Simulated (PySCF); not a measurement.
```yaml
atoms:
  - { symbol: C, position_ang: [-1.8044, 0.8446, 0.3765] }
  - { symbol: C, position_ang: [-0.5096, 0.3806, -0.1741] }
  - { symbol: C, position_ang: [-0.1968, -1.0210, -0.6097] }
  - { symbol: O, position_ang: [1.2084, -1.1210, -0.4820] }
  - { symbol: B, position_ang: [1.6773, 0.0759, 0.0303] }
  - { symbol: O, position_ang: [2.9634, 0.3499, 0.2971] }
  - { symbol: O, position_ang: [0.6558, 0.9743, 0.2437] }
  - { symbol: H, position_ang: [-1.7678, 1.9197, 0.5297] }
  - { symbol: H, position_ang: [-2.6100, 0.6035, -0.3144] }
  - { symbol: H, position_ang: [-2.0341, 0.3711, 1.3393] }
  - { symbol: H, position_ang: [-0.6761, -1.7849, 0.0257] }
  - { symbol: H, position_ang: [-0.4763, -1.2254, -1.6537] }
  - { symbol: H, position_ang: [3.5658, -0.3667, 0.1023] }
```

Geometry: GFN2-xTB.

These are results of UKS B3LYP, pcH-1 on B C H O, non-relativistic, mean-field spin-orbit, GIAO (PySCF), not measurements.

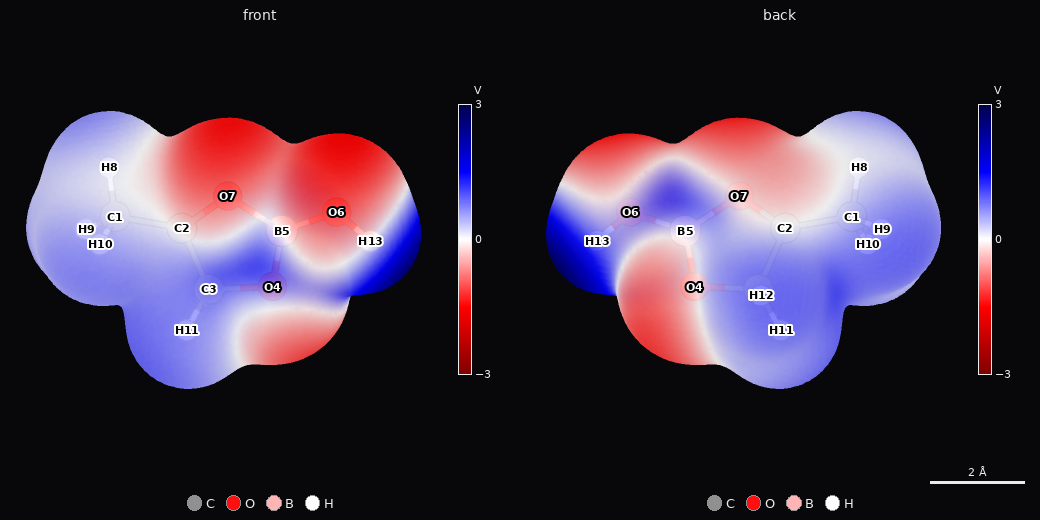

C3H6BO3 (SMILES C[C]1COB(O)O1) (doublet). The electrostatic potential painted on the density surface at 0.002 e/bohr³, seen from the front and from behind; red is negative and blue positive.

**Which sites attract a positive test charge, and which a negative one?**

A positive charge is drawn to the negative regions and a negative charge to the positive ones. The most negative region (about −1.5 V, or −35 kcal/mol for a unit charge) lies over O6, the most positive (about +2.7 V, or +62 kcal/mol for a unit charge) over H13. O6 is the likeliest acceptor of a hydrogen bond.
